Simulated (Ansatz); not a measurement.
# Tunnelling across a broken Tl chain: predicting one gap

How it was computed: Ansatz 0.2.0, plane waves with PAW datasets at the program's default cutoffs, Fermi-Dirac smearing of 0.05 eV, chains in boxes 7.5 Å wide or more, moments seeded when the perfect chain is relaxed. PBE, no spin-orbit coupling; one bond is opened by s Å beyond its relaxed length, the other atoms of a straight cell of 12 kept, without spin, and the conductance taken at 300 K.

```
   run   G (G₀)  largest error term (%)    s      ln G
+1.8 Å    0.913                       4  1.8  −0.09102
+2.5 Å   0.3203                       4  2.5    −1.139
+3.3 Å  0.08586                       4  3.3    −2.455
```

One run is withheld: run = +4.2 Å, with s = 4.2. Fit a straight line ln G = a + b × s to the 3 rows shown and predict it.

**Fit.** The means are 2.533 for s and −1.228 for ln G. The sum of products of deviations is −1.778 and the sum of squares in s is 1.127, so b = −1.778 / 1.127 = −1.578 and a = −1.228 − (−1.578) × 2.533 = 2.769. The residuals' standard deviation, with 1 degree of freedom, is σ = 0.045.

**Prediction.** ln G = 2.769 + (−1.578) × 4.2 = −3.858, that is 0.0211 G₀. The run gave 0.019 G₀ (ln G = −3.962), so the prediction less the run is +0.1. The standard error of a prediction there, σ√(1 + 1/3 + (4.2 − 2.533)²/1.127), is 0.089, and the miss is 1.2 times that, for a point outside the fitted range. With so few rows σ is itself uncertain.

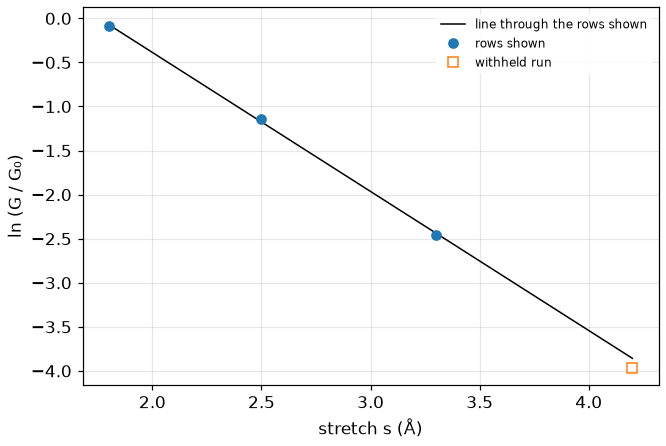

The fitted line, the rows shown and the withheld run.

**Limits.** Between neighbouring runs the slope of ln G lies between −1.67 and −1.50 per Å, so one exponential is an approximation; it is flattest at the narrowest gap, nearest to contact. Error terms (up to 4 %, withheld run included) bound how much a small miss can mean. Broken ends may want a moment where none was allowed. No image potential, spin-orbit coupling or relaxation; a bent or dimerised chain may be lower in energy. Series of this kind are told only where this holds: one magnetic state in all runs, error terms under 60 %, and the runs' own leads conduct as the perfect chain does. 36 of 42 did.

[Logs are printed without paths, hosts, clocks, repeated set-up lines and the standing remarks that a program may print on its own settings, such as how far it seeks lower states.]
